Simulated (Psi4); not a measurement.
**GeH2ClO (SMILES [O][GeH2][Cl]): UHSE06/def2-SVPD**

Aim: the vertical electron affinity of GeH2ClO at UHSE06/def2-SVPD, from 2 runs. 

Program for the calculation: Psi4 1.11.

1 further run of the same task is left out (set aside as unsound or not needed).

## 1. The structure to begin with

GeH2ClO: 5 atoms, total charge 0, spin state doublet. SMILES: `[O][GeH2][Cl]`. The shape is that of a PBE0-D4/def2-TZVP optimisation.

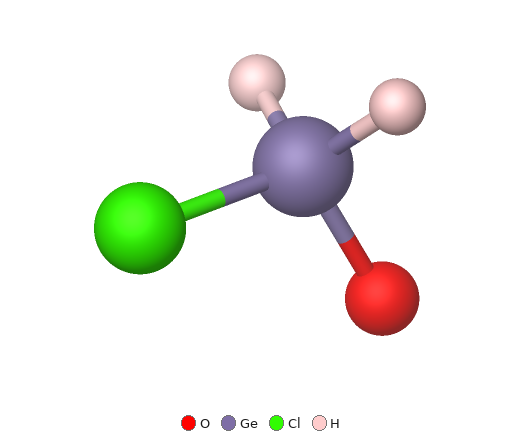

The structure, seen from a chosen angle (oxygen red, germanium purple, chlorine green, hydrogen pink).

## 2. A single-point energy at UHSE06/def2-SVPD

File clgeh2o.in:

```
memory 2200 MB

molecule m {
  0 2
  O     -0.51476140    -1.11833992     3.07174982
  Ge     0.23375912    -0.15344576    -0.06519555
  Cl    -2.54565006     2.43793567    -1.47190768
  H      0.15306782    -2.53941397    -1.69886379
  H      2.76769288     1.23399116     0.08579357
  units au
  symmetry c1
  no_reorient
  no_com
}

set {
  basis                def2-SVPD
  reference            uks
  puream               true
  e_convergence        1e-09
  d_convergence        1e-08
  scf_type             pk
  dft_radial_points    99
  dft_spherical_points 590
  maxiter              100
}

e, wfn = energy("hse06", return_wfn=True)
print_variables()
```

Run with:

```
$ psi4 clgeh2o.in clgeh2o.out -n 1
```

clgeh2o.out:

```text
[...]
  Running in c1 symmetry.
[...]
  Nuclear repulsion =  264.047620417348696
[...]
  Multiplicity = 2
[...]
  Nalpha       = 30
  Nbeta        = 29
[...]
    Number of basis functions: 104
[...]
   @UKS iter   1: -2610.89971752407200   -1.68417e+00   2.43463e-02 ADIIS/DIIS
[...]
   @UKS iter  16: -2612.67415268738205   -1.00044e-11   5.73062e-09 DIIS
[...]
   @S^2 Observed:                7.542636150E-01
[...]
    Orbital Energies [Eh]
    ---------------------
    Alpha Occupied:
       1A   -399.121532     2A   -101.685394     3A    -49.951854
       4A    -44.439583     5A    -44.439199     6A    -44.438594
       7A    -19.276731     8A     -9.527298     9A     -7.264787
      10A     -7.258305    11A     -7.258007    12A     -6.338077
      13A     -4.494091    14A     -4.492533    15A     -4.489936
      16A     -1.292980    17A     -1.288911    18A     -1.285687
      19A     -1.284137    20A     -1.283887    21A     -0.991798
      22A     -0.836421    23A     -0.571760    24A     -0.454728
      25A     -0.412569    26A     -0.410767    27A     -0.383883
      28A     -0.348006    29A     -0.332666    30A     -0.325238
    Alpha Virtual:
[...]
  @UKS Final Energy: -2612.67415268738205
   => Energetics <=
    Nuclear Repulsion Energy =            264.0476204173486963
    One-Electron Energy =               -4159.4588504581988673
    Two-Electron Energy =                1371.2892900599092627
    DFT Exchange-Correlation Energy =     -88.5522127064412103
    Empirical Dispersion Energy =           0.0000000000000000
    VV10 Nonlocal Energy =                  0.0000000000000000
    Total Energy =                      -2612.6741526873820476
[...]
 Multipole Moments:
 ------------------------------------------------------------------------------------
     Multipole            Electronic (a.u.)      Nuclear  (a.u.)        Total (a.u.)
 ------------------------------------------------------------------------------------
 L = 1.  Multiply by 2.5417464519 to convert [e a0] to [Debye]
 Dipole X            :         37.6964269          -36.9930897            0.7033373
 Dipole Y            :        -26.5320430           26.2824999           -0.2495431
 Dipole Z            :          3.6447300           -4.1477598           -0.5030298
 Magnitude           :                                                    0.8999967
[...]
```

Run time: 76 s. Hardware: 1 thread of Intel Xeon Platinum 8259CL at 2.50GHz (Skylake/Cascade Lake), shared host; peak memory 0.92 GiB.

## 3. The singlet anion: energy and forces at HSE06/def2-SVPD

File calc.in:

```
memory 2200 mb

molecule {
  -1 1
  O     -0.272400    -0.591800     1.625500
  Ge     0.123700    -0.081200    -0.034500
  Cl    -1.347100     1.290100    -0.778900
  H      0.081000    -1.343800    -0.899000
  H      1.464600     0.653000     0.045400
  symmetry c1
}

set basis def2-SVPD
set reference rks
set puream true
set e_convergence 1e-09
set d_convergence 1e-08
set scf_type pk
set dft_radial_points 99
set dft_spherical_points 590

e, wfn = gradient("hse06", return_wfn=True)
oeprop(wfn, "QUADRUPOLE", "WIBERG_LOWDIN_INDICES", "MULLIKEN_CHARGES", title="HSE06")
```

Run with:

```
$ psi4 -n 1 calc.in calc.out
```

calc.out, cut to the lines that bear on the results:

```text
[...]
  Running in c1 symmetry.
[...]
  Nuclear repulsion =  264.047620248749411
[...]
  Multiplicity = 1
[...]
  Nalpha       = 30
  Nbeta        = 30
[...]
    Number of basis functions: 104
[...]
   @RKS iter   1: -2611.16901671825553   -1.95347e+00   2.42028e-02 ADIIS/DIIS
[...]
   @RKS iter  15: -2612.77793201966642   -1.81899e-12   1.56519e-09 DIIS
[...]
  @RKS Final Energy: -2612.77793201966642
   => Energetics <=
    Nuclear Repulsion Energy =            264.0476202487494106
    One-Electron Energy =               -4173.3365895207334688
    Two-Electron Energy =                1385.2789592046708549
    DFT Exchange-Correlation Energy =     -88.7679219523535181
    Empirical Dispersion Energy =           0.0000000000000000
    VV10 Nonlocal Energy =                  0.0000000000000000
    Total Energy =                      -2612.7779320196668777
[...]
  -Total Gradient:
     Atom            X                  Y                   Z
    ------   -----------------  -----------------  -----------------
       1       -0.008310383746    -0.014116121908     0.042030302209
       2       -0.002640335165     0.043790927029    -0.088760391872
       3        0.020456817818    -0.022865732496     0.018377941485
       4       -0.002306850042     0.000157280396     0.015876376998
       5       -0.007234111571    -0.006958021462     0.012509234869
[...]
 Multipole Moments:
 ------------------------------------------------------------------------------------
     Multipole            Electronic (a.u.)      Nuclear  (a.u.)        Total (a.u.)
 ------------------------------------------------------------------------------------
 L = 1.  Multiply by 2.5417464519 to convert [e a0] to [Debye]
 Dipole X            :          1.6324213           -1.1800896            0.4523317
 Dipole Y            :         -0.2891308            0.8482108            0.5590800
 Dipole Z            :         -1.7810444           -0.0640067           -1.8450512
 Magnitude           :                                                    1.9802495
 L = 2.  Multiply by 1.3450342976 to convert [e a0^2] to [Debye ang]
 Quadrupole XX       :       -130.5601508           98.5465368          -32.0136140
 Quadrupole XY       :         83.7380752          -82.5578142            1.1802609
[...]
  Mulliken Charges: (a.u.)
   Center  Symbol    Alpha    Beta     Spin     Total
[...]
```

It took 81 s on 1 thread of Intel Xeon Platinum 8259CL at 2.50GHz (Skylake/Cascade Lake), shared host; peak memory 0.93 GiB.

## 4. What came out

Level: UHSE06/def2-SVPD.

```
                                                            quantity           value
                                       doublet GeH2ClO: total energy  -2612.67415 Eh
                                      doublet GeH2ClO: dipole moment          2.29 D
                 doublet GeH2ClO: HOMO energy (highest over α and β)        -8.77 eV
                  doublet GeH2ClO: LUMO energy (lowest over α and β)        -5.17 eV
                                               doublet GeH2ClO: ⟨S²⟩           0.754
                                         singlet anion: total energy  -2612.77793 Eh
                                          singlet anion: HOMO energy        -0.58 eV
                                          singlet anion: LUMO energy         3.98 eV
singlet anion: HOMO–LUMO gap (to an unbound level, set by the basis)         4.55 eV
                             singlet anion: largest force on an atom      5.091 eV/Å
                   vertical electron affinity (to the singlet anion)        2.824 eV
```

In words: At fixed nuclei the extra electron is bound by 2.82 eV (65 kcal/mol).
